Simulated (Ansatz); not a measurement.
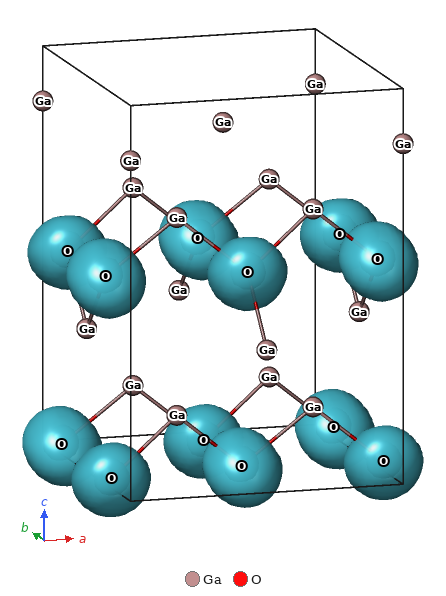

Figure 1: Ga3O2. Isosurface of the electron localisation function at 0.7 (cyan), seen slightly off an axis. Only the valence region is drawn (cores and ρ < 0.01 e/Å³ removed). Sticks mark near contacts.

Space group Fmm2; a structure generated by program, which may or may not match a known phase; computed without spin polarisation.

The calculation used DFT PBE, scalar-relativistic, plane waves, PAW in Ansatz.

Core electrons are frozen (PAW), and the valence fields are smoothed inside the atomic spheres.

Input file:

```
crystal:
  lattice:
    - [0.0, 3.1856243677, 4.2549262318]
    - [2.9855118483, 0.0, 4.2549262318]
    - [2.9855118483, 3.1856243677, 0.0]
  atoms:
    - { symbol: Ga, position: [0.1392810198, 0.1392810198, 0.8607189802] }
    - { symbol: Ga, position: [0.8315361962, 0.8315361962, 0.6684638038] }
    - { symbol: Ga, position: [0.3315361962, 0.3315361962, 0.1684638038] }
    - { symbol: O, position: [0.7587977406, 0.1894318272, 0.8105681728] }
    - { symbol: O, position: [0.1894318272, 0.7587977406, 0.2412022594] }
basis:
  ecutwfc: 420
kpoints:
  mp_grid: { grid: [10, 10, 10] }
hamiltonian:
  xc: pbe
scf:
  occupations: { method: gaussian, width: 0.1 }
output:
  forces: true
  stress: true
  eigenvalues: true
  write_density: true
  write_potential: true
  elf: true
  volumetric_format: npy
relax:
  adjacent_minimum: "off"
  f_tol: 0.01
  max_steps: 80
  cell: { stress_tol: 0.05 }
```

Command:

```sh
ansatz run input.yaml --threads 1 --pin off --max-ram 2560MiB --backend cpu --events-out ev --progress --plain --runs-dir out
```

Below, planes, directions and counts refer to the conventional cell (a = 5.98 Å, b = 6.36 Å, c = 8.50 Å, α = 90.00°, β = 90.00°, γ = 90.00°).

The fields are those of the run's last geometry, not of the input's.

### Where are the electrons localised?

The surface consists of eight regions wrapped around O (the valence shell of each), counted in one cell of 20 atoms. Any copies at cell faces, edges or corners count once. Along the contacts the grid gives the following. Ga–O (1.94 Å): the ELF peaks at about 0.80 in the valence shell of O, 0.6 Å from its nucleus, and is about 0.35 at the midpoint.
